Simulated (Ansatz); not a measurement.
**F₂H₃NSi: density, localisation and related maps**

Input

```
crystal:
  periodic: [false, false, false]
  atoms:
    - { symbol: Si, position_ang: [0.0, 0.0, 0.0] }
    - { symbol: H, position_ang: [0.0, 0.0, 1.46] }
    - { symbol: "N", position_ang: [1.7163, 0.0, -0.6061] }
    - { symbol: H, position_ang: [2.2145, -0.918, -0.7868] }
    - { symbol: H, position_ang: [2.2175, 0.918, -0.7783] }
    - { symbol: F, position_ang: [-0.7489, 1.2974, -0.5295] }
    - { symbol: F, position_ang: [-0.7489, -1.2974, -0.5295] }
basis:
  gaussian: { orbitals: def2-SVP }
hamiltonian:
  xc: pbe0
  dispersion: d4
relax:
  f_tol: 0.02
  max_steps: 40
output:
  orbitals: {}
```

Run with:

```sh
ansatz run input.yaml --threads 1 --pin off --max-ram 2048MiB --backend cpu --events-out ev --progress --plain --runs-dir out
```

The fields are those of the run's last geometry, not of the input's.

These are results of RKS PBE0-D4/def2-SVP (Ansatz), not measurements.

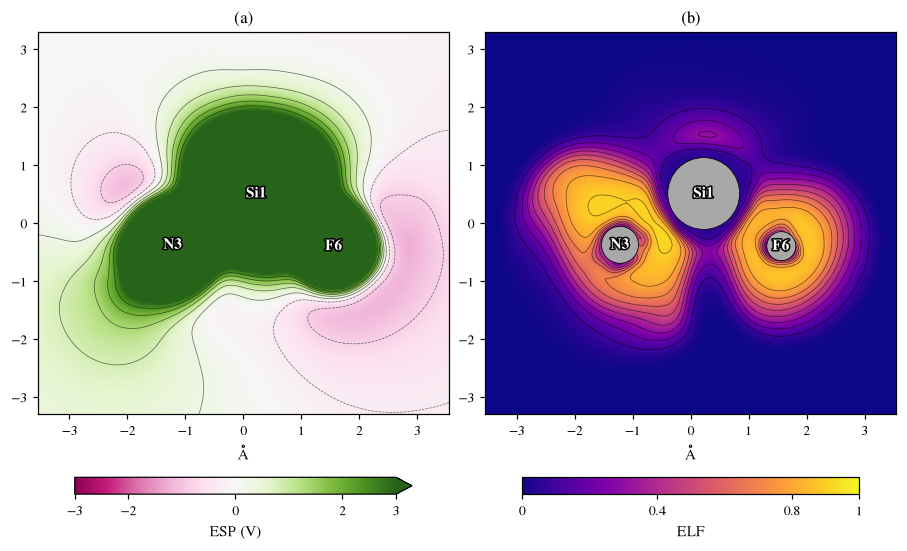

Figure 1. (a) electrostatic potential; (b) ELF on the plane of atoms N3, Si1 and F6. Grey discs cover the atomic cores in the ELF map.

What does the map show?

Answer. The plane passes through Si, N and F nuclei. Si–F (1.62 Å): the ELF peaks at about 0.85 in the valence shell of F, 0.6 Å from its nucleus, and is about 0.45 at the midpoint. Si–N (1.69 Å): the ELF peaks at about 0.90 between the atoms (a shared but strongly polarised pair). The ELF also peaks beside F6 and N3, away from the bonds: lone-pair regions. Outside the dense part of the molecule the potential is most negative (−1.3 V) near F6.

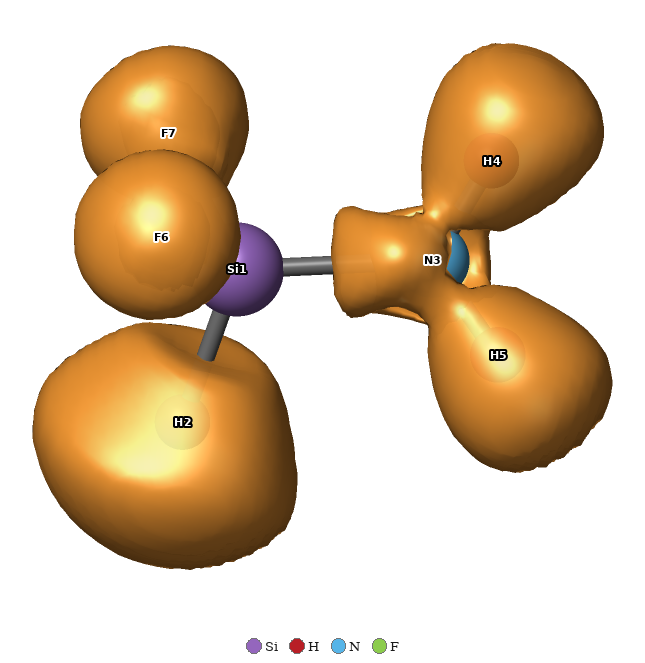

Figure 2. Isosurface of the electron localisation function at 0.8 (orange), seen across its widest extent. Core shells and regions of very low density are left out.

Describe the localisation domains.

Answer. The surface consists of one region around a hydrogen nucleus, two regions wrapped around F (its lone pairs, merged into a ring or cap) and one joined region spread over several atoms (H, N), in which their bonds and any lone pairs are merged. Profiles from the grid: Si–F (1.61 Å): the ELF peaks at about 0.85 in the valence shell of F, 0.6 Å from its nucleus, and is about 0.50 at the midpoint.

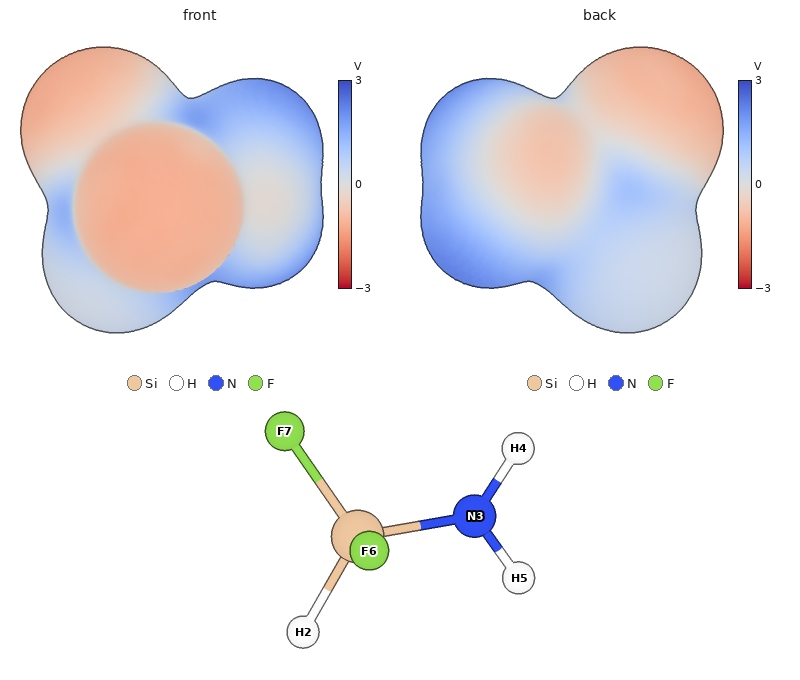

Figure 3. The molecular electrostatic potential painted on the density surface at 0.002 e/bohr³, seen from the front and from behind; red is negative and blue positive. The bare structure is drawn below in the same view.

Which sites attract a positive test charge, and which a negative one?

Answer. A positive charge is drawn to the negative regions and a negative charge to the positive ones. The most negative region (about −1.2 V, or −28 kcal/mol for a unit charge) lies over F6 and F7, the most positive (about +2.1 V, or +48 kcal/mol for a unit charge) over H5.

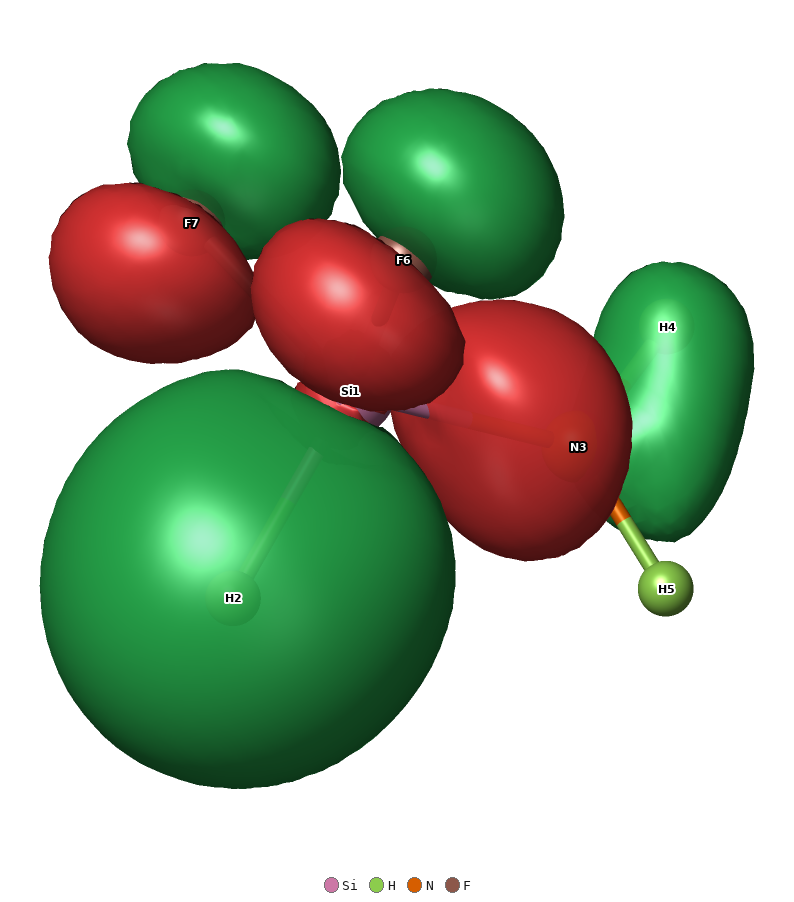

Figure 4. The HOMO−1 at ±0.1 Å⁻³ᐟ² (green and red are the two phases), seen at a tilt.

What is the character of this orbital?

Answer. It lies mainly on H2 (about 35 %), Si1 (about 25 %), F6 (about 15 %), F7 (about 10 %) and N3 (about 10 %). Its energy is −10.19 eV.
